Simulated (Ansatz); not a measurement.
# GaH3O2: molecular dynamics (part 1 of 4)

- system: GaH3O2
- method: RKS PBE-D4/def2-SVP (Ansatz 0.2.0)

It belongs to a series of runs on one base structure; here: dynamics from the start. Figures and captions count atoms from 1; the log counts them from 0 in places.

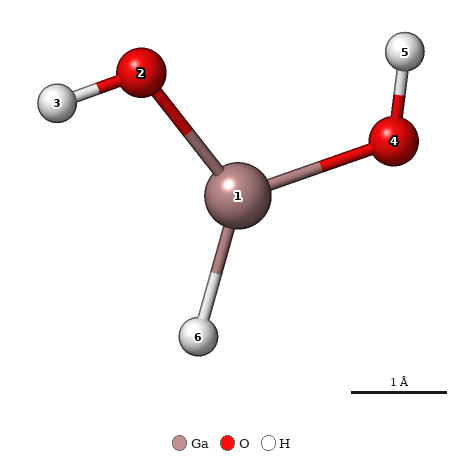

**Figure 1.** The structure as given in the input (ball-and-stick view, seen at a tilt; atoms are numbered from 1 in the order of the input). Sticks mark near contacts. Bond lengths as drawn: Ga–H 1.56 Å, Ga–O 1.80 to 1.81 Å and H–O 0.97 to 0.98 Å.

### Results in brief

- outcome: finished
- mean temperature over the second half: 352 K
- trajectory: 300 steps, 150 fs
- ensemble: nvt_nose_hoover
- temperature in the input: 500.0 K
- time step: 0.5 fs
- potential energy (last step): −56499.9136 eV
- mean-field energy (last step): −56499.8338 eV
- largest force (length of the vector) (last step): 0.941 eV/Å
- hardware: 1 thread of Arm Neoverse V1, 24 GiB of memory available, shared host
- wall time: 8 min
- peak memory: 0.13 GiB

### Remarks

So short a trajectory is not equilibrated.

### The input
```yaml
crystal:
  periodic: [false, false, false]
  atoms:
    - { symbol: Ga, position_ang: [-0.167993, -0.102356, -0.133564] }
    - { symbol: O, position_ang: [0.116375, -0.290104, 1.639416] }
    - { symbol: H, position_ang: [-0.695851, -0.151771, 2.160165] }
    - { symbol: O, position_ang: [1.31731, -0.361618, -1.108367] }
    - { symbol: H, position_ang: [2.081132, -0.572369, -0.539031] }
    - { symbol: H, position_ang: [-1.519973, 0.244919, -0.831419] }
basis:
  gaussian: { orbitals: def2-SVP }
hamiltonian:
  xc: pbe
  dispersion: d4
md:
  timestep: 0.5
  n_steps: 300
  ensemble: nvt_nose_hoover
  temperature: 500.0
  initial_velocities: maxwell_boltzmann
  seed: 432076
```

Launch command:
```bash
ansatz run input.yaml --threads 1 --pin off --max-ram 2048MiB --backend cpu --events-out ev --progress --plain --runs-dir out
```

### The program's output
```
Engine: ansatz 0.2.0, aarch64-unknown-linux-gnu
Functional definition: PBE
  parameter kappa = 0.804
  parameter beta = 0.06672455060314922
  exchange = pbe_x(kappa = kappa, mu = beta*pi^2/3)
  correlation = pbe_c(beta = beta)
815 factors; their error is unknown
mean field evaluation 1: about -56487.5170 eV, gradient 8.5e1 eV
mean field evaluation 2: about -56401.7694 eV, gradient 2.1e2 eV
mean field evaluation 4: about -56499.5978 eV, gradient 1.4e1 eV
mean field evaluation 8: about -56499.9987 eV, gradient 8.8e-2 eV
mean field -56499.96796606 eV, -2076.3355256988 hartree, gradient 7.9e-5 eV, S^2 0.000000; 0 other end points of the search recorded, 0 dependent functions left out
the calculation of the forces begins
reference -56499.96800164 eV, -2076.3355270066 hartree; 25, 25 occupied and 50, 50 virtual orbitals, 815 factors
md step     0: t =     0.00 fs  T =   500.0 K  F+E_penalty+E_count = -56500.04837901 eV  E_kin = 0.258520 eV  conserved = -56499.78985901 eV  (24 SCF iters)
these checks for a lower state are left out or cut short: starts, cluster_reference, orbital_swaps, neighbouring_geometries, increment
815 factors; their error is unknown
mean field evaluation 16: about -56499.9947 eV, gradient 9.8e-1 eV
mean field -56499.96595308 eV, -2076.3354517233 hartree, gradient 7.6e-5 eV, S^2 0.000000; 0 other end points of the search recorded, 0 dependent functions left out
the calculation of the forces begins
reference -56499.96598861 eV, -2076.3354530288 hartree; 25, 25 occupied and 50, 50 virtual orbitals, 815 factors
md step     1: t =     0.50 fs  T =   496.3 K  F+E_penalty+E_count = -56500.04644678 eV  E_kin = 0.256626 eV  conserved = -56499.78982079 eV  (25 SCF iters, 3 dispersion substeps)
[... from here on the SCF iterations and repeated set-up lines of each step are left out, up to the last step ...]
md step     2: t =     1.00 fs  T =   486.5 K  F+E_penalty+E_count = -56500.04128166 eV  E_kin = 0.251551 eV  conserved = -56499.78973092 eV  (25 SCF iters, 3 dispersion substeps)
md step     3: t =     1.50 fs  T =   473.1 K  F+E_penalty+E_count = -56500.03425263 eV  E_kin = 0.244619 eV  conserved = -56499.78963412 eV  (25 SCF iters, 3 dispersion substeps)
md step     4: t =     2.00 fs  T =   458.9 K  F+E_penalty+E_count = -56500.02683693 eV  E_kin = 0.237256 eV  conserved = -56499.78958222 eV  (25 SCF iters, 3 dispersion substeps)
md step     5: t =     2.50 fs  T =   445.3 K  F+E_penalty+E_count = -56500.01983534 eV  E_kin = 0.230237 eV  conserved = -56499.78960256 eV  (25 SCF iters, 3 dispersion substeps)
md step     6: t =     3.00 fs  T =   431.9 K  F+E_penalty+E_count = -56500.01296125 eV  E_kin = 0.223289 eV  conserved = -56499.78967936 eV  (25 SCF iters, 3 dispersion substeps)
md step     7: t =     3.50 fs  T =   416.4 K  F+E_penalty+E_count = -56500.00507234 eV  E_kin = 0.215319 eV  conserved = -56499.78976498 eV  (25 SCF iters, 3 dispersion substeps)
md step     8: t =     4.00 fs  T =   396.7 K  F+E_penalty+E_count = -56499.99488950 eV  E_kin = 0.205098 eV  conserved = -56499.78980946 eV  (25 SCF iters, 3 dispersion substeps)
md step     9: t =     4.50 fs  T =   371.3 K  F+E_penalty+E_count = -56499.98175601 eV  E_kin = 0.191993 eV  conserved = -56499.78978863 eV  (25 SCF iters, 3 dispersion substeps)
md step    10: t =     5.00 fs  T =   341.1 K  F+E_penalty+E_count = -56499.96601884 eV  E_kin = 0.176343 eV  conserved = -56499.78971145 eV  (25 SCF iters, 3 dispersion substeps)
md step    11: t =     5.50 fs  T =   308.2 K  F+E_penalty+E_count = -56499.94889917 eV  E_kin = 0.159336 eV  conserved = -56499.78961041 eV  (24 SCF iters, 3 dispersion substeps)
md step    12: t =     6.00 fs  T =   275.7 K  F+E_penalty+E_count = -56499.93199248 eV  E_kin = 0.142528 eV  conserved = -56499.78952441 eV  (25 SCF iters, 3 dispersion substeps)
md step    13: t =     6.50 fs  T =   246.1 K  F+E_penalty+E_count = -56499.91666309 eV  E_kin = 0.127256 eV  conserved = -56499.78948228 eV  (25 SCF iters, 3 dispersion substeps)
md step    14: t =     7.00 fs  T =   220.8 K  F+E_penalty+E_count = -56499.90358091 eV  E_kin = 0.114177 eV  conserved = -56499.78949526 eV  (25 SCF iters, 3 dispersion substeps)
md step    15: t =     7.50 fs  T =   199.4 K  F+E_penalty+E_count = -56499.89254632 eV  E_kin = 0.103102 eV  conserved = -56499.78955311 eV  (25 SCF iters, 3 dispersion substeps)
md step    16: t =     8.00 fs  T =   180.2 K  F+E_penalty+E_count = -56499.88265567 eV  E_kin = 0.093156 eV  conserved = -56499.78962726 eV  (25 SCF iters, 3 dispersion substeps)
md step    17: t =     8.50 fs  T =   161.0 K  F+E_penalty+E_count = -56499.87275697 eV  E_kin = 0.083225 eV  conserved = -56499.78967973 eV  (25 SCF iters, 3 dispersion substeps)
md step    18: t =     9.00 fs  T =   140.3 K  F+E_penalty+E_count = -56499.86204690 eV  E_kin = 0.072537 eV  conserved = -56499.78967797 eV  (25 SCF iters, 3 dispersion substeps)
md step    19: t =     9.50 fs  T =   118.3 K  F+E_penalty+E_count = -56499.85057010 eV  E_kin = 0.061145 eV  conserved = -56499.78961264 eV  (26 SCF iters, 3 dispersion substeps)
md step    20: t =    10.00 fs  T =    96.8 K  F+E_penalty+E_count = -56499.83935347 eV  E_kin = 0.050052 eV  conserved = -56499.78950740 eV  (25 SCF iters, 3 dispersion substeps)
md step    21: t =    10.50 fs  T =    79.0 K  F+E_penalty+E_count = -56499.83002780 eV  E_kin = 0.040839 eV  conserved = -56499.78941245 eV  (25 SCF iters, 3 dispersion substeps)
md step    22: t =    11.00 fs  T =    67.5 K  F+E_penalty+E_count = -56499.82405420 eV  E_kin = 0.034915 eV  conserved = -56499.78937790 eV  (25 SCF iters, 3 dispersion substeps)
md step    23: t =    11.50 fs  T =    63.4 K  F+E_penalty+E_count = -56499.82196223 eV  E_kin = 0.032794 eV  conserved = -56499.78942235 eV  (25 SCF iters, 3 dispersion substeps)
md step    24: t =    12.00 fs  T =    65.4 K  F+E_penalty+E_count = -56499.82306837 eV  E_kin = 0.033819 eV  conserved = -56499.78952051 eV  (25 SCF iters, 3 dispersion substeps)
md step    25: t =    12.50 fs  T =    70.7 K  F+E_penalty+E_count = -56499.82586122 eV  E_kin = 0.036533 eV  conserved = -56499.78961910 eV  (25 SCF iters, 3 dispersion substeps)
md step    26: t =    13.00 fs  T =    76.3 K  F+E_penalty+E_count = -56499.82881125 eV  E_kin = 0.039454 eV  conserved = -56499.78966990 eV  (25 SCF iters, 3 dispersion substeps)
md step    27: t =    13.50 fs  T =    80.8 K  F+E_penalty+E_count = -56499.83111450 eV  E_kin = 0.041799 eV  conserved = -56499.78965461 eV  (25 SCF iters, 3 dispersion substeps)
md step    28: t =    14.00 fs  T =    84.7 K  F+E_penalty+E_count = -56499.83298844 eV  E_kin = 0.043767 eV  conserved = -56499.78958873 eV  (25 SCF iters, 3 dispersion substeps)
md step    29: t =    14.50 fs  T =    89.6 K  F+E_penalty+E_count = -56499.83544616 eV  E_kin = 0.046338 eV  conserved = -56499.78950816 eV  (26 SCF iters, 3 dispersion substeps)
md step    30: t =    15.00 fs  T =    98.1 K  F+E_penalty+E_count = -56499.83974033 eV  E_kin = 0.050726 eV  conserved = -56499.78945140 eV  (25 SCF iters, 3 dispersion substeps)
md step    31: t =    15.50 fs  T =   111.8 K  F+E_penalty+E_count = -56499.84675797 eV  E_kin = 0.057794 eV  conserved = -56499.78944464 eV  (25 SCF iters, 3 dispersion substeps)
md step    32: t =    16.00 fs  T =   130.8 K  F+E_penalty+E_count = -56499.85660245 eV  E_kin = 0.067642 eV  conserved = -56499.78949392 eV  (25 SCF iters, 3 dispersion substeps)
md step    33: t =    16.50 fs  T =   153.8 K  F+E_penalty+E_count = -56499.86849413 eV  E_kin = 0.079508 eV  conserved = -56499.78958383 eV  (25 SCF iters, 3 dispersion substeps)
md step    34: t =    17.00 fs  T =   178.0 K  F+E_penalty+E_count = -56499.88101509 eV  E_kin = 0.092010 eV  conserved = -56499.78968171 eV  (25 SCF iters, 3 dispersion substeps)
md step    35: t =    17.50 fs  T =   200.5 K  F+E_penalty+E_count = -56499.89262412 eV  E_kin = 0.103644 eV  conserved = -56499.78974863 eV  (25 SCF iters, 3 dispersion substeps)
md step    36: t =    18.00 fs  T =   219.3 K  F+E_penalty+E_count = -56499.90226620 eV  E_kin = 0.113386 eV  conserved = -56499.78975528 eV  (25 SCF iters, 3 dispersion substeps)
md step    37: t =    18.50 fs  T =   234.2 K  F+E_penalty+E_count = -56499.90982155 eV  E_kin = 0.121116 eV  conserved = -56499.78969876 eV  (25 SCF iters, 3 dispersion substeps)
md step    38: t =    19.00 fs  T =   246.9 K  F+E_penalty+E_count = -56499.91614045 eV  E_kin = 0.127652 eV  conserved = -56499.78960986 eV  (25 SCF iters, 3 dispersion substeps)
md step    39: t =    19.50 fs  T =   259.7 K  F+E_penalty+E_count = -56499.92256438 eV  E_kin = 0.134284 eV  conserved = -56499.78954085 eV  (25 SCF iters, 3 dispersion substeps)
md step    40: t =    20.00 fs  T =   274.6 K  F+E_penalty+E_count = -56499.93012762 eV  E_kin = 0.142001 eV  conserved = -56499.78953613 eV  (26 SCF iters, 3 dispersion substeps)
md step    41: t =    20.50 fs  T =   291.8 K  F+E_penalty+E_count = -56499.93888778 eV  E_kin = 0.150857 eV  conserved = -56499.78960318 eV  (25 SCF iters, 3 dispersion substeps)
md step    42: t =    21.00 fs  T =   309.2 K  F+E_penalty+E_count = -56499.94781517 eV  E_kin = 0.159856 eV  conserved = -56499.78970671 eV  (25 SCF iters, 3 dispersion substeps)
md step    43: t =    21.50 fs  T =   323.9 K  F+E_penalty+E_count = -56499.95532380 eV  E_kin = 0.167468 eV  conserved = -56499.78979189 eV  (25 SCF iters, 3 dispersion substeps)
md step    44: t =    22.00 fs  T =   333.5 K  F+E_penalty+E_count = -56499.96010388 eV  E_kin = 0.172421 eV  conserved = -56499.78981721 eV  (25 SCF iters, 3 dispersion substeps)
md step    45: t =    22.50 fs  T =   337.2 K  F+E_penalty+E_count = -56499.96175998 eV  E_kin = 0.174326 eV  conserved = -56499.78977498 eV  (25 SCF iters, 3 dispersion substeps)
md step    46: t =    23.00 fs  T =   336.2 K  F+E_penalty+E_count = -56499.96094242 eV  E_kin = 0.173804 eV  conserved = -56499.78968905 eV  (25 SCF iters, 3 dispersion substeps)
md step    47: t =    23.50 fs  T =   333.0 K  F+E_penalty+E_count = -56499.95898745 eV  E_kin = 0.172151 eV  conserved = -56499.78959852 eV  (25 SCF iters, 3 dispersion substeps)
md step    48: t =    24.00 fs  T =   330.2 K  F+E_penalty+E_count = -56499.95730648 eV  E_kin = 0.170740 eV  conserved = -56499.78954064 eV  (26 SCF iters, 3 dispersion substeps)
md step    49: t =    24.50 fs  T =   329.7 K  F+E_penalty+E_count = -56499.95680441 eV  E_kin = 0.170457 eV  conserved = -56499.78953635 eV  (25 SCF iters, 3 dispersion substeps)
md step    50: t =    25.00 fs  T =   331.4 K  F+E_penalty+E_count = -56499.95754160 eV  E_kin = 0.171364 eV  conserved = -56499.78958551 eV  (25 SCF iters, 3 dispersion substeps)
md step    51: t =    25.50 fs  T =   334.0 K  F+E_penalty+E_count = -56499.95873528 eV  E_kin = 0.172699 eV  conserved = -56499.78966685 eV  (25 SCF iters, 3 dispersion substeps)
md step    52: t =    26.00 fs  T =   335.0 K  F+E_penalty+E_count = -56499.95909864 eV  E_kin = 0.173212 eV  conserved = -56499.78974418 eV  (25 SCF iters, 3 dispersion substeps)
md step    53: t =    26.50 fs  T =   332.1 K  F+E_penalty+E_count = -56499.95741398 eV  E_kin = 0.171723 eV  conserved = -56499.78977886 eV  (25 SCF iters, 3 dispersion substeps)
md step    54: t =    27.00 fs  T =   324.4 K  F+E_penalty+E_count = -56499.95313625 eV  E_kin = 0.167706 eV  conserved = -56499.78974712 eV  (25 SCF iters, 3 dispersion substeps)
md step    55: t =    27.50 fs  T =   312.6 K  F+E_penalty+E_count = -56499.94675373 eV  E_kin = 0.161640 eV  conserved = -56499.78965598 eV  (25 SCF iters, 3 dispersion substeps)
md step    56: t =    28.00 fs  T =   299.6 K  F+E_penalty+E_count = -56499.93966811 eV  E_kin = 0.154885 eV  conserved = -56499.78954602 eV  (25 SCF iters, 3 dispersion substeps)
md step    57: t =    28.50 fs  T =   288.3 K  F+E_penalty+E_count = -56499.93356335 eV  E_kin = 0.149067 eV  conserved = -56499.78947320 eV  (25 SCF iters, 3 dispersion substeps)
md step    58: t =    29.00 fs  T =   281.0 K  F+E_penalty+E_count = -56499.92955135 eV  E_kin = 0.145264 eV  conserved = -56499.78947578 eV  (25 SCF iters, 3 dispersion substeps)
md step    59: t =    29.50 fs  T =   277.4 K  F+E_penalty+E_count = -56499.92759290 eV  E_kin = 0.143443 eV  conserved = -56499.78954885 eV  (25 SCF iters, 3 dispersion substeps)
md step    60: t =    30.00 fs  T =   275.7 K  F+E_penalty+E_count = -56499.92656881 eV  E_kin = 0.142532 eV  conserved = -56499.78964768 eV  (25 SCF iters, 3 dispersion substeps)
md step    61: t =    30.50 fs  T =   272.8 K  F+E_penalty+E_count = -56499.92495473 eV  E_kin = 0.141063 eV  conserved = -56499.78971695 eV  (26 SCF iters, 3 dispersion substeps)
md step    62: t =    31.00 fs  T =   266.9 K  F+E_penalty+E_count = -56499.92166782 eV  E_kin = 0.137985 eV  conserved = -56499.78972237 eV  (25 SCF iters, 3 dispersion substeps)
md step    63: t =    31.50 fs  T =   257.6 K  F+E_penalty+E_count = -56499.91660272 eV  E_kin = 0.133188 eV  conserved = -56499.78966490 eV  (25 SCF iters, 3 dispersion substeps)
md step    64: t =    32.00 fs  T =   246.6 K  F+E_penalty+E_count = -56499.91063196 eV  E_kin = 0.127515 eV  conserved = -56499.78957421 eV  (24 SCF iters, 3 dispersion substeps)
md step    65: t =    32.50 fs  T =   236.6 K  F+E_penalty+E_count = -56499.90516185 eV  E_kin = 0.122331 eV  conserved = -56499.78948929 eV  (24 SCF iters, 3 dispersion substeps)
md step    66: t =    33.00 fs  T =   230.0 K  F+E_penalty+E_count = -56499.90151606 eV  E_kin = 0.118928 eV  conserved = -56499.78944424 eV  (25 SCF iters, 3 dispersion substeps)
md step    67: t =    33.50 fs  T =   228.2 K  F+E_penalty+E_count = -56499.90040355 eV  E_kin = 0.118003 eV  conserved = -56499.78945484 eV  (25 SCF iters, 3 dispersion substeps)
md step    68: t =    34.00 fs  T =   230.9 K  F+E_penalty+E_count = -56499.90165777 eV  E_kin = 0.119398 eV  conserved = -56499.78951613 eV  (25 SCF iters, 3 dispersion substeps)
md step    69: t =    34.50 fs  T =   236.3 K  F+E_penalty+E_count = -56499.90431198 eV  E_kin = 0.122174 eV  conserved = -56499.78960354 eV  (25 SCF iters, 3 dispersion substeps)
md step    70: t =    35.00 fs  T =   241.7 K  F+E_penalty+E_count = -56499.90698816 eV  E_kin = 0.124991 eV  conserved = -56499.78968010 eV  (25 SCF iters, 3 dispersion substeps)
md step    71: t =    35.50 fs  T =   245.0 K  F+E_penalty+E_count = -56499.90847830 eV  E_kin = 0.126676 eV  conserved = -56499.78970989 eV  (25 SCF iters, 3 dispersion substeps)
md step    72: t =    36.00 fs  T =   245.2 K  F+E_penalty+E_count = -56499.90830145 eV  E_kin = 0.126764 eV  conserved = -56499.78967533 eV  (25 SCF iters, 3 dispersion substeps)
md step    73: t =    36.50 fs  T =   243.2 K  F+E_penalty+E_count = -56499.90696868 eV  E_kin = 0.125749 eV  conserved = -56499.78959072 eV  (25 SCF iters, 3 dispersion substeps)
md step    74: t =    37.00 fs  T =   241.5 K  F+E_penalty+E_count = -56499.90575712 eV  E_kin = 0.124863 eV  conserved = -56499.78950021 eV  (25 SCF iters, 3 dispersion substeps)
md step    75: t =    37.50 fs  T =   242.6 K  F+E_penalty+E_count = -56499.90603175 eV  E_kin = 0.125419 eV  conserved = -56499.78945641 eV  (24 SCF iters, 3 dispersion substeps)
md step    76: t =    38.00 fs  T =   247.7 K  F+E_penalty+E_count = -56499.90845291 eV  E_kin = 0.128054 eV  conserved = -56499.78948772 eV  (25 SCF iters, 3 dispersion substeps)
md step    77: t =    38.50 fs  T =   255.9 K  F+E_penalty+E_count = -56499.91255039 eV  E_kin = 0.132315 eV  conserved = -56499.78957943 eV  (25 SCF iters, 3 dispersion substeps)
md step    78: t =    39.00 fs  T =   264.7 K  F+E_penalty+E_count = -56499.91694351 eV  E_kin = 0.136872 eV  conserved = -56499.78968340 eV  (25 SCF iters, 3 dispersion substeps)
md step    79: t =    39.50 fs  T =   271.2 K  F+E_penalty+E_count = -56499.92006672 eV  E_kin = 0.140209 eV  conserved = -56499.78974828 eV  (25 SCF iters, 3 dispersion substeps)
md step    80: t =    40.00 fs  T =   273.4 K  F+E_penalty+E_count = -56499.92095186 eV  E_kin = 0.141383 eV  conserved = -56499.78974727 eV  (25 SCF iters, 3 dispersion substeps)
md step    81: t =    40.50 fs  T =   271.6 K  F+E_penalty+E_count = -56499.91964495 eV  E_kin = 0.140427 eV  conserved = -56499.78968739 eV  (25 SCF iters, 3 dispersion substeps)
md step    82: t =    41.00 fs  T =   267.4 K  F+E_penalty+E_count = -56499.91710738 eV  E_kin = 0.138269 eV  conserved = -56499.78960003 eV  (26 SCF iters, 3 dispersion substeps)
md step    83: t =    41.50 fs  T =   263.5 K  F+E_penalty+E_count = -56499.91473210 eV  E_kin = 0.136261 eV  conserved = -56499.78952390 eV  (25 SCF iters, 3 dispersion substeps)
md step    84: t =    42.00 fs  T =   262.2 K  F+E_penalty+E_count = -56499.91373485 eV  E_kin = 0.135590 eV  conserved = -56499.78949030 eV  (25 SCF iters, 3 dispersion substeps)
md step    85: t =    42.50 fs  T =   264.6 K  F+E_penalty+E_count = -56499.91465997 eV  E_kin = 0.136790 eV  conserved = -56499.78951204 eV  (25 SCF iters, 3 dispersion substeps)
md step    86: t =    43.00 fs  T =   269.9 K  F+E_penalty+E_count = -56499.91716314 eV  E_kin = 0.139527 eV  conserved = -56499.78958236 eV  (25 SCF iters, 3 dispersion substeps)
md step    87: t =    43.50 fs  T =   276.0 K  F+E_penalty+E_count = -56499.92012385 eV  E_kin = 0.142710 eV  conserved = -56499.78967512 eV  (25 SCF iters, 3 dispersion substeps)
md step    88: t =    44.00 fs  T =   280.2 K  F+E_penalty+E_count = -56499.92206467 eV  E_kin = 0.144898 eV  conserved = -56499.78975235 eV  (25 SCF iters, 3 dispersion substeps)
md step    89: t =    44.50 fs  T =   280.2 K  F+E_penalty+E_count = -56499.92175304 eV  E_kin = 0.144892 eV  conserved = -56499.78977781 eV  (25 SCF iters, 3 dispersion substeps)
md step    90: t =    45.00 fs  T =   275.2 K  F+E_penalty+E_count = -56499.91876761 eV  E_kin = 0.142282 eV  conserved = -56499.78973427 eV  (25 SCF iters, 3 dispersion substeps)
md step    91: t =    45.50 fs  T =   266.3 K  F+E_penalty+E_count = -56499.91375974 eV  E_kin = 0.137699 eV  conserved = -56499.78963694 eV  (25 SCF iters, 3 dispersion substeps)
md step    92: t =    46.00 fs  T =   256.4 K  F+E_penalty+E_count = -56499.90821206 eV  E_kin = 0.132576 eV  conserved = -56499.78953146 eV  (25 SCF iters, 3 dispersion substeps)
md step    93: t =    46.50 fs  T =   248.5 K  F+E_penalty+E_count = -56499.90373457 eV  E_kin = 0.128471 eV  conserved = -56499.78947210 eV  (25 SCF iters, 3 dispersion substeps)
md step    94: t =    47.00 fs  T =   244.2 K  F+E_penalty+E_count = -56499.90124087 eV  E_kin = 0.126269 eV  conserved = -56499.78948852 eV  (25 SCF iters, 3 dispersion substeps)
md step    95: t =    47.50 fs  T =   243.2 K  F+E_penalty+E_count = -56499.90049137 eV  E_kin = 0.125750 eV  conserved = -56499.78956742 eV  (25 SCF iters, 3 dispersion substeps)
md step    96: t =    48.00 fs  T =   243.2 K  F+E_penalty+E_count = -56499.90028743 eV  E_kin = 0.125765 eV  conserved = -56499.78966137 eV  (25 SCF iters, 3 dispersion substeps)
md step    97: t =    48.50 fs  T =   241.6 K  F+E_penalty+E_count = -56499.89918467 eV  E_kin = 0.124920 eV  conserved = -56499.78971910 eV  (25 SCF iters, 3 dispersion substeps)
md step    98: t =    49.00 fs  T =   236.6 K  F+E_penalty+E_count = -56499.89627902 eV  E_kin = 0.122335 eV  conserved = -56499.78971325 eV  (25 SCF iters, 3 dispersion substeps)
md step    99: t =    49.50 fs  T =   228.4 K  F+E_penalty+E_count = -56499.89163911 eV  E_kin = 0.118068 eV  conserved = -56499.78965020 eV  (25 SCF iters, 3 dispersion substeps)
md step   100: t =    50.00 fs  T =   218.6 K  F+E_penalty+E_count = -56499.88622594 eV  E_kin = 0.113046 eV  conserved = -56499.78956084 eV  (26 SCF iters, 3 dispersion substeps)
md step   101: t =    50.50 fs  T =   210.1 K  F+E_penalty+E_count = -56499.88142455 eV  E_kin = 0.108615 eV  conserved = -56499.78948351 eV  (26 SCF iters, 3 dispersion substeps)
md step   102: t =    51.00 fs  T =   204.9 K  F+E_penalty+E_count = -56499.87844558 eV  E_kin = 0.105958 eV  conserved = -56499.78944859 eV  (26 SCF iters, 3 dispersion substeps)
md step   103: t =    51.50 fs  T =   204.3 K  F+E_penalty+E_count = -56499.87784197 eV  E_kin = 0.105621 eV  conserved = -56499.78946927 eV  (26 SCF iters, 3 dispersion substeps)
```
